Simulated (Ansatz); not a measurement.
# Changed inputs in constrained RPA: TcCl2 (1T sheet)

Aim: hold the target of a cRPA run on TcCl2 (1T sheet) and move one thing at a time.

Program: Ansatz 0.2.0. Level of theory: constrained RPA on PBEsol, plane waves, PAW. Results are calculated unless marked as measured.

**1. Starting point**

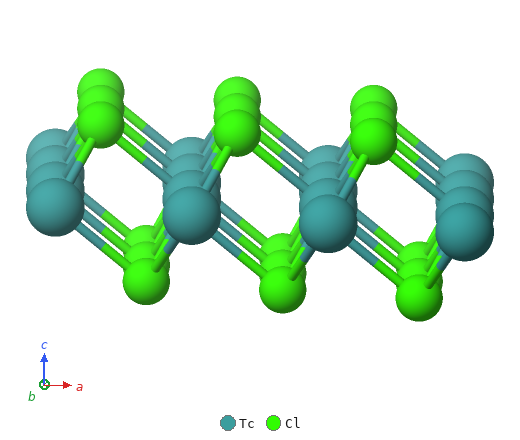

The cell as given, nearly edge on (technetium teal, chlorine green). 3×3×1 cells are drawn. Some periodic images of atoms are drawn too.

The cell holds 3 atoms: 1 Tc and 2 Cl. Its edges and angles: a = 3.234 Å, b = 3.234 Å, c = 30.112 Å, α = 90.0°, β = 90.0°, γ = 120.0°. Vacuum lies along c.

The structure was relaxed with PBEsol. The structure was generated from a model, not taken from a measurement. The runs that relaxed it are not among those shown. The program's search for lower electronic states was switched off, so nothing shows that the state found is the lowest. The default PAW set here is soft_2. Its files were made with PBE. The Coulomb interaction is cut off across the vacuum.

**2. Base: Tc t2g, bands v3 to v1, 6×6×1 mesh, medium accuracy**

Constrained RPA screens the interaction with every transition except those inside the target bands, which a later many-body model would treat itself.

Contents of input.yaml:

```yaml
crystal:
  lattice:
    - [0.0, 2.28695638, 2.28695638]
    - [2.28695638, -2.28695638, 0.0]
    - [17.38503569, 17.38503569, -17.38503569]
  atoms:
    - { symbol: Tc, position: [0.0, 0.0, 0.3180797022] }
    - { symbol: Cl, position: [0.3333333333, 0.6666666667, 0.3689286205] }
    - { symbol: Cl, position: [0.6666666667, 0.3333333333, 0.2672307839] }
  periodic: [true, true, false]
kpoints:
  mp_grid: { grid: [9, 9, 1] }
hamiltonian:
  xc: pbesol
scf:
  occupations: { method: gaussian, width: 0.08 }
  n_extra_bands: 19
  max_iter: 150
  lower_state_search: "off"
output:
  crpa:
    kmesh: [6, 6, 1]
    target_bands: [v3, v1]
    projections: [{ species: Tc, l: d, shell: 4, orbitals: [dxz, dyz, dxy] }]
  local_orbitals:
    kmesh: [12, 12, 1]
    orbitals: [{ species: Tc, l: d, shell: 4, orbitals: [dxz, dyz, dxy] }]
    window: { bands: [v3, v1] }
    seedname: lo
```

Started as:

```console
$ ansatz run input.yaml --threads 8 --pin off --max-ram 14745MiB --backend cpu --events-out ev --progress --plain --runs-dir out
```

Numbers of over 12 decimals in the logs are rounded to 6 here.

Output:

```text
scf.n_extra_bands = 19 over 15 filled bands (N_el = 29.0): the run solves 34 bands
Engine: ansatz 0.2.0, aarch64-unknown-linux-gnu
Pseudopotentials: kind: paw
Pseudopotential: Tc, paw, valence charge 15, recommended cutoff 500 eV (normal), Tc.paw.azcp
Pseudopotential: Cl, paw, valence charge 7, recommended cutoff 420 eV (normal), Cl.paw.azcp
Functional definition: PBEsol
  exchange = pbesol_x
  correlation = pbesol_c
Crystal: 3 atoms, lattice volume = 272.780 Å³
Basis set: ecut = 500 eV, 6859 PW (Γ)
Bands: 34, of which v1, the nominal top of the filled ones, is band 15 counted from 1 (14 counted from 0)
Symmetry: 12 space group operations
Space group: P-3m1 (ITA 164), of the structure as read, at distance tolerance 6.5e-5 Å
k-points: 12 of 81
Non-local potential: Tc, projectors of the file, l = 0: 3, l = 1: 3, l = 2: 2, l = 3: 2
Non-local potential: Cl, projectors of the file, l = 0: 2, l = 1: 2, l = 2: 2
PAW form: soft (Blöchl's): semilocal exchange-correlation on the pseudo side does not see the compensation charge
PAW frozen core: Tc, regenerated for the run's functional, and the local potential with it (the file was generated under x = pbe(κ = 0.804, μ = 0.219515), c = pbe(β = 0.066725))
PAW frozen core: Cl, regenerated for the run's functional, and the local potential with it (the file was generated under x = pbe(κ = 0.804, μ = 0.219515), c = pbe(β = 0.066725))
PAW one-centre angular grid: Tc, 590 points (default); XC on 64 Gauss nodes
PAW one-centre angular grid: Cl, 110 points (default); XC on 64 Gauss nodes
Initial density: superposition of atomic densities (neutral atoms: chi_scale 0, normalization atom)
Initial wavefunctions: pseudopotential atomic-orbital guess
Functional: x = pbesol(κ = 0.804, μ = 0.123457), c = pbesol(β = 0.046)
SCF iter   1: F=—  HF=-7460.734324 eV  |F-HF|=—  |Δ(HF+E_count)|=         —  Δρ=3.09e-2  dr2=4.08e0  ethr=3.10e-3  ⟨swp⟩=11.9  Hψ=3358  notcnv=0  defer=93
preconditioner: auto → LDOS  [insulator: Δε(μ)=0.163 eV  Ē_g=15.472 eV  σ=0.080 eV  W_gap=0.81  n_scr=16 (ndim 8)  ℏωp=10.3 eV  f_vac=0.774  D(μ)=1.66/eV (n_scr^D=10)  ε∞_Penn≈1.4  β→1.0]
SCF iter   2: F=—  HF=-7460.929860 eV  |F-HF|=—  |Δ(HF+E_count)|=   1.96e-1  Δρ=2.49e-2  dr2=5.36e0  ethr=3.10e-3  ⟨swp⟩=4.5  Hψ=882  notcnv=0  defer=157
SCF iter   3: F=—  HF=-7459.943360 eV  |F-HF|=—  |Δ(HF+E_count)|=   9.87e-1  Δρ=6.58e-3  dr2=4.38e-2  ethr=3.10e-3  ⟨swp⟩=3.2  Hψ=770  notcnv=0  defer=143
SCF iter   4: F=—  HF=-7459.940502 eV  |F-HF|=—  |Δ(HF+E_count)|=   2.86e-3  Δρ=1.68e-3  dr2=7.11e-3  ethr=1.51e-4  ⟨swp⟩=3.0  Hψ=780  notcnv=0  defer=150
SCF iter   5: F=—  HF=-7459.938965 eV  |F-HF|=—  |Δ(HF+E_count)|=   1.54e-3  Δρ=4.71e-4  dr2=4.25e-4  ethr=2.45e-5  ⟨swp⟩=3.3  Hψ=597  notcnv=0  defer=150
SCF iter   6: F=—  HF=-7459.939052 eV  |F-HF|=—  |Δ(HF+E_count)|=   8.70e-5  Δρ=1.75e-4  dr2=9.47e-5  ethr=1.47e-6  ⟨swp⟩=3.3  Hψ=554  notcnv=0  defer=150
SCF iter   7: F=—  HF=-7459.939077 eV  |F-HF|=—  |Δ(HF+E_count)|=   2.53e-5  Δρ=6.66e-5  dr2=1.69e-5  ethr=3.27e-7  ⟨swp⟩=2.2  Hψ=483  notcnv=0  defer=150
SCF iter   8: F=—  HF=-7459.939083 eV  |F-HF|=—  |Δ(HF+E_count)|=   6.11e-6  Δρ=2.03e-5  dr2=1.30e-6  ethr=5.83e-8  ⟨swp⟩=2.8  Hψ=424  notcnv=0  defer=150
SCF iter   9: F=-7459.939084 eV  HF=-7459.939084 eV  |F-HF|=1.16e-8  |Δ(HF+E_count)|=   8.86e-7  Δρ=2.78e-6  dr2=1.93e-8  ethr=3.45e-10  ⟨swp⟩=18.3  Hψ=4096  notcnv=0
SCF 1 converged in 9 iterations: F = -7459.939084 eV  dr2 = 1.93e-8
[...]
NSCF: frozen V_eff on 22 k-points
NSCF: frozen V_eff on 7 k-points
[...]
cRPA screening: q 1/36
cRPA screening: q 2/36
cRPA screening: q 8/36 (q-point 3)
cRPA screening: q 14/36 (q-point 4)
cRPA screening: q 17/36 (q-point 8)
cRPA screening: q 23/36 (q-point 9)
cRPA screening: q 35/36 (q-point 15)
SCF converged after 9 iterations
Free energy (F): -7459.939084 eV
Harris-Foulkes:  -7459.939084 eV  (|F-HF|=1.16e-8)
Internal energy: -7459.928555 eV  (E = F + TS)
E sigma→0 (E₀):  -7459.933819 eV
Entropy (-TS):   -0.010529 eV (-3.510 meV/atom)
Fermi energy:    -3.769893 eV
--- Per-component energies (eV) ---
  E_band       = -636.974310
  E_kinetic    = 950.538358
  E_local      = -53911.116369  (includes V_loc(G=0)·N_el)
  E_nonlocal   = 347.078982
  E_hartree    = 26314.621780
  E_xc         = -449.275193
  E_vxc        = -536.152667  (∫ρ·V_xc dr)
  E_paw        = -4503.561551  (= ΣΔE_a)
  E_vpaw       = -116.579679  (= ΣTr[D̂ρ^β])
  E_aug_tail   = 0.000061  (compensation charges beyond the density's cutoff)
  E_ewald      = 23791.401668
  E_core_change = 0.383709  (= ΣΔE_core)
  E_smearing   = -0.010529  (= −TS)
  E_closure    = 0.000000  (closes the sum)
  Σ components = -7459.939084   (vs F -7459.939084, Δ=0.00e0)
--- Band table (eV; the first three rows and the last of 12) ---
  k-point 0: bands = [... 11 lower, -7.7528, -5.8699, -5.5601, -5.5601, -3.1795, -3.1795, -0.9811, -0.3988, ... 15 higher]
  k-point 1: bands = [... 11 lower, -8.0301, -5.8582, -5.3631, -5.2407, -3.4077, -3.1776, -0.5727, -0.1418, ... 15 higher]
  k-point 2: bands = [... 11 lower, -8.4443, -6.1778, -4.8562, -4.6697, -3.3647, -3.0947, 0.2797, 0.5541, ... 15 higher]
  k-point 11: bands = [... 11 lower, -10.1163, -4.6122, -4.6122, -4.4374, -2.5806, -2.5806, 1.8019, 3.0350, ... 15 higher]
  the weakly bound empty levels are not read free of the cell's end (no_gap_told)
--- cRPA (band scheme, projected local orbitals): target bands 13..15 (1-based), 3 Wannier function(s), 6×6×1 mesh, 30 bands' worth read of 35 solved, ecut_chi 136.0 eV, v(q+G=0) probe_charge, pair densities all_electron ---
  χ-basis size per q: N_G = 939..1011
  window electrons = 5.0000, filled by tetrahedron_uncorrected; constrained ε̄⁻¹(q = 0, 0) head = 0.604690; min gauge Gram eig = 0.7302
  Kanamori averages over each shell's own Wannier functions (sites counted from 0, functions from 1):
    Site 0, 4D, 3 of 5 d orbitals (Wannier functions 1, 2, 3; wannier90's mr 2, 3, 5):
      screened: U = 3.3173 eV, U' = 2.6508 eV, J = 0.3084 eV
      screened, to within: U = 1.1e-2 eV, U' = 1.1e-2 eV, J = 9.2e-4 eV
      bare: V = 12.1891 eV, V' = 11.2365 eV, J = 0.4494 eV
  Hermiticity witness max|P − P†| over intra, direct and exchange elements: 7.11e-15 eV (screened), 1.83e-17 eV (bare)
  Reality witness max|Im| over intra, direct and exchange elements: 3.92e-17 eV (screened), 1.49e-17 eV (bare)
```

The job ended after 54 s (8 threads of Arm Neoverse V2, shared host; peak memory 2.6 GiB; 6.6 min of CPU time).

Numbers from this step:

| Property | Result |
| --- | --- |
| U | 3.317 eV |
| U prime (inter-orbital) | 2.651 eV |
| J | 0.3084 eV |
| bare V | 12.19 eV |
| bare J | 0.4494 eV |
| stated bound on U | 0.01046 eV |
| U over bare V | 0.2722 |
| electrons in the window | 5.000 |
| head of the constrained inverse dielectric matrix | 0.6047 |
| least eigenvalue of the projection's overlap | 0.7302 |
| target functions | 3 |
| bands in the sums | 30 |
| r.m.s. miss of the model bands | 0.001170 eV |
| width of the target bands | 3.369 eV |
| weight of the projected orbitals in the window | 0.8594 |

On the Tc t2g shell, screening brings the on-site interaction from 12.2 eV down to U = 3.32 eV.

**3. Changed: 9×9×1 mesh**

input.yaml, as its differences from that of step 2:

```diff
@@ -21,9 +21,4 @@
   crpa:
-    kmesh: [6, 6, 1]
+    kmesh: [9, 9, 1]
     target_bands: [v3, v1]
     projections: [{ species: Tc, l: d, shell: 4, orbitals: [dxz, dyz, dxy] }]
-  local_orbitals:
-    kmesh: [12, 12, 1]
-    orbitals: [{ species: Tc, l: d, shell: 4, orbitals: [dxz, dyz, dxy] }]
-    window: { bands: [v3, v1] }
-    seedname: lo
```

Output:

```text
[...]
Crystal: 3 atoms, lattice volume = 272.780 Å³
Basis set: ecut = 500 eV, 6859 PW (Γ)
Bands: 34, of which v1, the nominal top of the filled ones, is band 15 counted from 1 (14 counted from 0)
Symmetry: 12 space group operations
[...]
k-points: 12 of 81
[...]
SCF iter   1: F=—  HF=-7460.734324 eV  |F-HF|=—  |Δ(HF+E_count)|=         —  Δρ=3.09e-2  dr2=4.08e0  ethr=3.10e-3  ⟨swp⟩=11.9  Hψ=3358  notcnv=0  defer=93
[...]
SCF iter   9: F=-7459.939084 eV  HF=-7459.939084 eV  |F-HF|=1.16e-8  |Δ(HF+E_count)|=   8.86e-7  Δρ=2.78e-6  dr2=1.93e-8  ethr=3.45e-10  ⟨swp⟩=18.3  Hψ=4096  notcnv=0
SCF 1 converged in 9 iterations: F = -7459.939084 eV  dr2 = 1.93e-8
[...]
NSCF: frozen V_eff on 12 k-points
[...]
cRPA screening: q 1/81
cRPA screening: q 2/81
cRPA screening: q 8/81 (q-point 3)
cRPA screening: q 14/81 (q-point 4)
cRPA screening: q 20/81 (q-point 5)
[...]
Internal energy: -7459.928555 eV  (E = F + TS)
E sigma→0 (E₀):  -7459.933819 eV
Entropy (-TS):   -0.010529 eV (-3.510 meV/atom)
Fermi energy:    -3.769893 eV
[...]
--- Band table (eV; the first three rows and the last of 12) ---
  k-point 0: bands = [... 11 lower, -7.7528, -5.8699, -5.5601, -5.5601, -3.1795, -3.1795, -0.9811, -0.3988, ... 15 higher]
  k-point 1: bands = [... 11 lower, -8.0301, -5.8582, -5.3631, -5.2407, -3.4077, -3.1776, -0.5727, -0.1418, ... 15 higher]
  k-point 2: bands = [... 11 lower, -8.4443, -6.1778, -4.8562, -4.6697, -3.3647, -3.0947, 0.2797, 0.5541, ... 15 higher]
  k-point 11: bands = [... 11 lower, -10.1163, -4.6122, -4.6122, -4.4374, -2.5806, -2.5806, 1.8019, 3.0350, ... 15 higher]
  the weakly bound empty levels are not read free of the cell's end (no_gap_told)
[...]
χ-basis size per q: N_G = 939..1011
[...]
Site 0, 4D, 3 of 5 d orbitals (Wannier functions 1, 2, 3; wannier90's mr 2, 3, 5):
      screened: U = 3.2763 eV, U' = 2.6120 eV, J = 0.3071 eV
      screened, to within: U = 1.1e-2 eV, U' = 1.1e-2 eV, J = 8.9e-4 eV
      bare: V = 12.1447 eV, V' = 11.1945 eV, J = 0.4479 eV
[...]
[key lines of the parts left out:]
SCF converged after 9 iterations
Free energy (F): -7459.939084 eV
```

Wall time 2.5 min (8 threads); peak memory 2.8 GiB; 18 min of CPU time.

This step gave:

| Property | Result |
| --- | --- |
| U | 3.276 eV |
| U prime (inter-orbital) | 2.612 eV |
| J | 0.3071 eV |
| bare V | 12.14 eV |
| bare J | 0.4479 eV |
| stated bound on U | 0.01021 eV |
| U over bare V | 0.2698 |
| electrons in the window | 5 |
| head of the constrained inverse dielectric matrix | 0.6169 |
| least eigenvalue of the projection's overlap | 0.7309 |
| target functions | 3 |
| bands in the sums | 30 |
| width of the target bands | 3.369 eV |
| weight of the projected orbitals in the window | 0.8594 |

On the Tc t2g shell, screening brings the on-site interaction from 12.1 eV down to U = 3.28 eV.

**4. Changed: 3×3×1 mesh**

input.yaml, as its differences from that of step 3:

```diff
@@ -21,3 +21,3 @@
   crpa:
-    kmesh: [9, 9, 1]
+    kmesh: [3, 3, 1]
     target_bands: [v3, v1]
```

Output:

```text
[...]
Crystal: 3 atoms, lattice volume = 272.780 Å³
Basis set: ecut = 500 eV, 6859 PW (Γ)
Bands: 34, of which v1, the nominal top of the filled ones, is band 15 counted from 1 (14 counted from 0)
Symmetry: 12 space group operations
[...]
k-points: 12 of 81
[...]
the weakly bound empty levels are not read free of the cell's end (no_gap_told)
[...]
χ-basis size per q: N_G = 939..1011
[...]
Site 0, 4D, 3 of 5 d orbitals (Wannier functions 1, 2, 3; wannier90's mr 2, 3, 5):
      screened: U = 3.7357 eV, U' = 3.0629 eV, J = 0.3121 eV
      screened, to within: U = 1.1e-2 eV, U' = 1.1e-2 eV, J = 8.7e-4 eV
      bare: V = 12.4300 eV, V' = 11.4687 eV, J = 0.4553 eV
[...]
[key lines of the parts left out:]
SCF converged after 9 iterations
Free energy (F): -7459.939084 eV
Fermi energy:    -3.769893 eV
```

Run time: 16 s. Hardware: 8 threads; peak memory 2.5 GiB; 1.9 min of CPU time.

This step gave:

```
U                                                 : 3.736 eV
U prime (inter-orbital)                           : 3.063 eV
J                                                 : 0.3121 eV
bare V                                            : 12.43 eV
bare J                                            : 0.4553 eV
stated bound on U                                 : 0.01098 eV
U over bare V                                     : 0.3005
electrons in the window                           : 5.000
head of the constrained inverse dielectric matrix : 0.6530
least eigenvalue of the projection's overlap      : 0.7865
target functions                                  : 3
bands in the sums                                 : 30
width of the target bands                         : 3.369 eV
weight of the projected orbitals in the window    : 0.8594
```

On the Tc t2g shell, screening brings the on-site interaction from 12.4 eV down to U = 3.74 eV.

**5. Changed: smooth pair densities**

input.yaml, as its differences from that of step 4:

```diff
@@ -21,4 +21,5 @@
   crpa:
-    kmesh: [3, 3, 1]
+    kmesh: [6, 6, 1]
     target_bands: [v3, v1]
     projections: [{ species: Tc, l: d, shell: 4, orbitals: [dxz, dyz, dxy] }]
+    pair_densities: pseudo
```

Output:

```text
[...]
Crystal: 3 atoms, lattice volume = 272.780 Å³
Basis set: ecut = 500 eV, 6859 PW (Γ)
Bands: 34, of which v1, the nominal top of the filled ones, is band 15 counted from 1 (14 counted from 0)
Symmetry: 12 space group operations
[...]
k-points: 12 of 81
[...]
the weakly bound empty levels are not read free of the cell's end (no_gap_told)
[...]
χ-basis size per q: N_G = 939..1011
[...]
Site 0, 4D, 3 of 5 d orbitals (Wannier functions 1, 2, 3; wannier90's mr 2, 3, 5):
      screened: U = 3.3227 eV, U' = 2.6501 eV, J = 0.3112 eV
      screened, to within: U = 9.2e-3 eV, U' = 9.2e-3 eV, J = 7.7e-4 eV
      screened, sum over states alone: U = 3.6581 eV, U' = 2.8270 eV, J = 0.3607 eV
      bare: V = 12.1891 eV, V' = 11.2365 eV, J = 0.4494 eV
[...]
[key lines of the parts left out:]
SCF converged after 9 iterations
Free energy (F): -7459.939084 eV
Fermi energy:    -3.769893 eV
```

Elapsed: 46 s, on 8 threads; peak memory 2.4 GiB.

This step gave:

```yaml
u: 3.323 eV
u_prime_inter_orbital: 2.650 eV
j: 0.3112 eV
bare_v: 12.19 eV
bare_j: 0.4494 eV
stated_bound_on_u: 0.009134 eV
u_over_bare_v: 0.2726
electrons_in_the_window: 5.000
head_of_the_constrained_inverse_dielectric_matrix: 0.6048
least_eigenvalue_of_the_projection_s_overlap: 0.7302
target_functions: 3
bands_in_the_sums: 30
width_of_the_target_bands: 3.369 eV
weight_of_the_projected_orbitals_in_the_window: 0.8594
```

On the Tc t2g shell, screening brings the on-site interaction from 12.2 eV down to U = 3.32 eV.

(Part 1 of 2 ends here.)

[Paths, hosts, dates, memory and timing lines, banners, echoed tables and standing remarks are left out of the program output.]

[Logs are printed without paths, hosts, clocks, repeated set-up lines and the standing remarks that a program may print on its own settings, such as how far it seeks lower states.]

[Runs of the session that timed out or met a known fault of the program may be left out.]

[Hosts, paths, dates, database ids (printed as entryN), source tags and the programs' standing remarks are cut or masked in the printed files.]
